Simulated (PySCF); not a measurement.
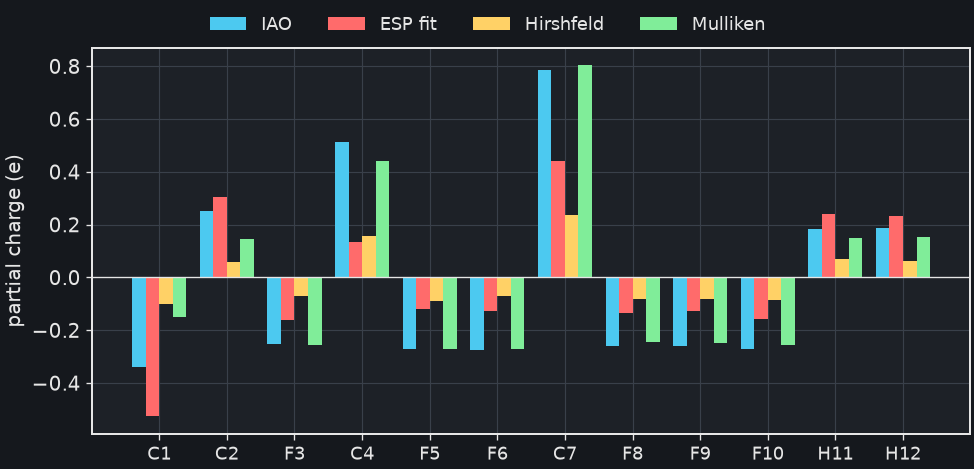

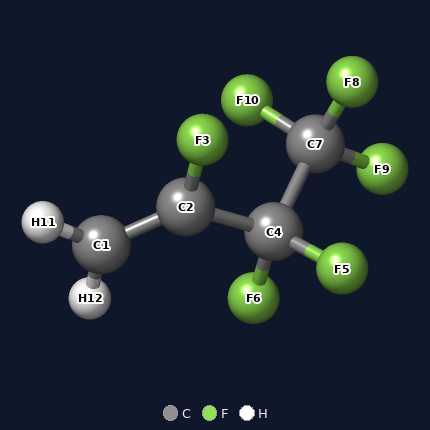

Atomic charges of C₄H₂F₆, SMILES C=C(F)C(F)(F)C(F)(F)F by 4 schemes, PBE0/pcSseg-1 with PySCF 2.14.0, at a GFN2-xTB geometry (no frequency check).

Q: Which scheme gives the smallest charges overall?

A: Hirshfeld: mean absolute charge Hirshfeld 0.10, ESP fit 0.23, Mulliken 0.28, IAO 0.32 e.

Q: On which atom do the schemes disagree most?

A: On C7: IAO 0.79, ESP fit 0.44, Hirshfeld 0.24, Mulliken 0.80 e.

Note: the tight-binding geometry is rougher than a DFT one and adds to the error; one conformer of a flexible molecule.
